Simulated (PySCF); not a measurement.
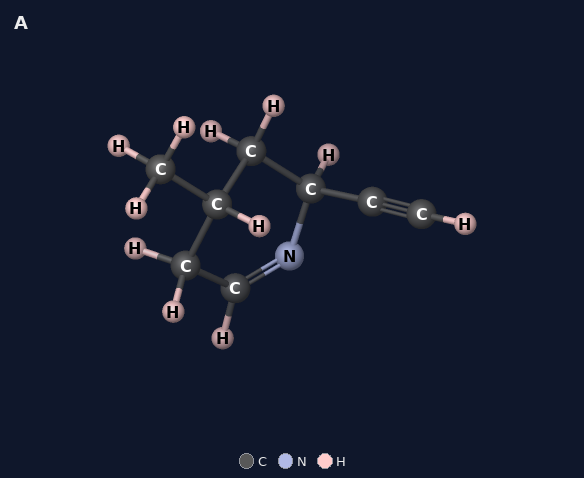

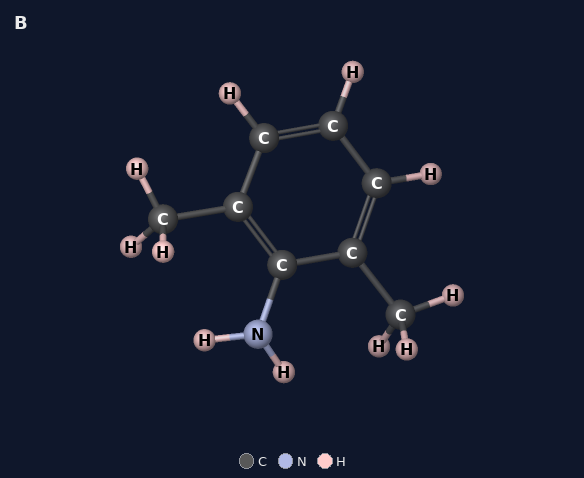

2 stationary structures of one formula. Geometries: GFN2-xTB. Electronic energies: PBE0/pcSseg-1 (PySCF 2.14.0), without zero-point energy. No frequency run is at hand to confirm each as a minimum.

> Are they conformers, stereoisomers or constitutional isomers?

They are constitutional isomers of C8H11N: A `C#C[C@@H]1C[C@@H](C)CC=N1`, B `Cc1cccc(C)c1N`.

> Which is lowest in energy, and by how much?

B is lowest; A lies 65.6 kcal/mol above it.
